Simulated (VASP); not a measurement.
Band structure of AgBr (rock salt). All values below come from PBE GGA, VASP's PBE PAW potentials (set 64) (plane waves; VASP 6.6.1).

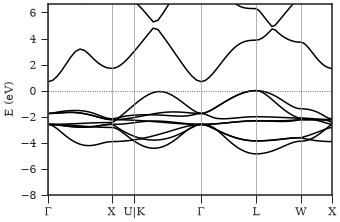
Figure. Bands along high-symmetry lines, zero at the valence-band maximum or, without a gap, the Fermi level

**Question.** Read the plot: is there a gap, and where are the band edges?

**Answer.** The gap is indirect, 0.69 eV, from the valence maximum at L to the conduction minimum at Γ. (Edges off the drawn lines would not show.)

The compound is AgBr in the rock salt structure. It was relaxed first.
